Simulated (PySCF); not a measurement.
| atom | x (Å) | y (Å) | z (Å) |
| --- | --- | --- | --- |
| C | -1.3323 | 1.4767 | 0.1438 |
| C | -0.2229 | 0.4816 | 0.0461 |
| C | 1.0876 | 0.9426 | 0.0902 |
| C | 2.2061 | 0.1286 | 0.0096 |
| C | 2.1481 | -1.2425 | -0.1247 |
| P | 0.6854 | -2.1609 | -0.2123 |
| C | -0.5138 | -0.8849 | -0.0865 |
| C | -1.8799 | -1.4037 | -0.1346 |
| O | -2.9131 | -0.7843 | -0.0764 |
| H | -0.9408 | 2.4866 | 0.2435 |
| H | -1.9690 | 1.2513 | 0.9979 |
| H | -1.9681 | 1.4222 | -0.7386 |
| H | 1.2420 | 2.0078 | 0.1941 |
| H | 3.1802 | 0.5989 | 0.0552 |
| H | 3.0751 | -1.7988 | -0.1805 |
| H | -1.8922 | -2.5123 | -0.2383 |

Geometry: GFN2-xTB.

The calculation used PySCF 2.14.0, wB97X-D/def2-SVPD, SCF density, gas phase.

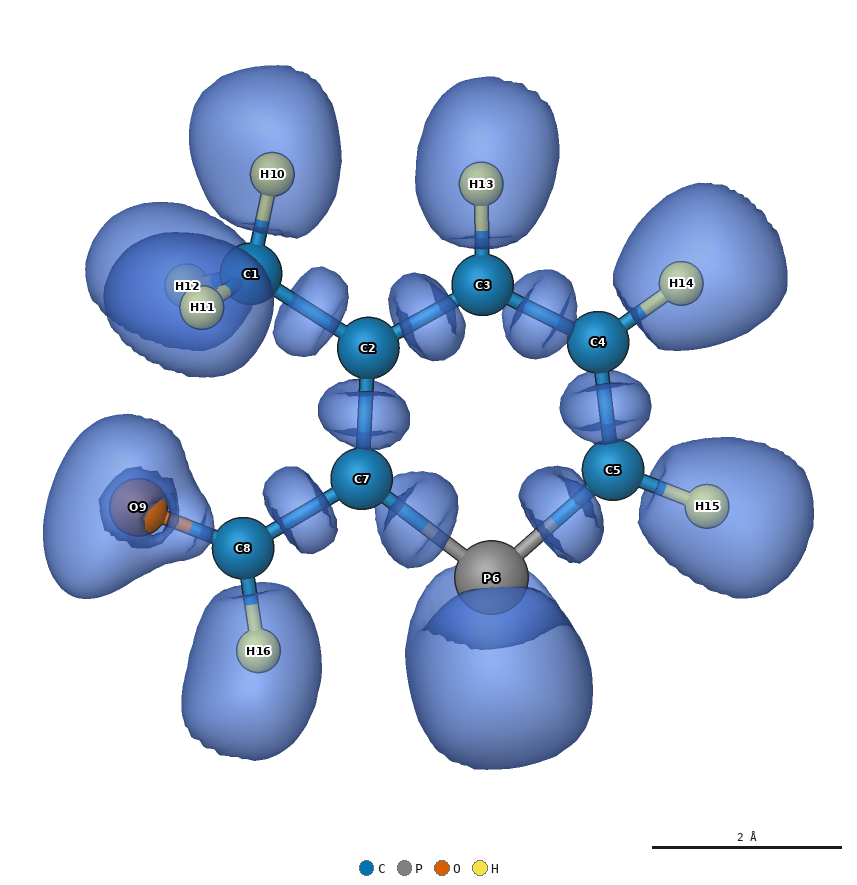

C7H7OP (SMILES Cc1cccpc1C=O). Isosurface of the electron localisation function at 0.75 (blue), seen across its widest extent. Core shells and regions of very low density are left out.

Where are the electrons localised?

The ELF exceeds this value in six regions between bonded C–C atoms (shared pairs), two regions between bonded C–P atoms (shared pairs), seven regions around hydrogen nuclei, one region on O in which the atom's valence shell and bonds are merged and one lobe on P, pointing away from the bonds (lone pairs). Profiles from the grid: C–O (1.21 Å): the ELF peaks at about 0.85 between the atoms; a multiple bond. C–C (1.38 Å): the ELF peaks at about 0.95 between the atoms: a covalent bond.
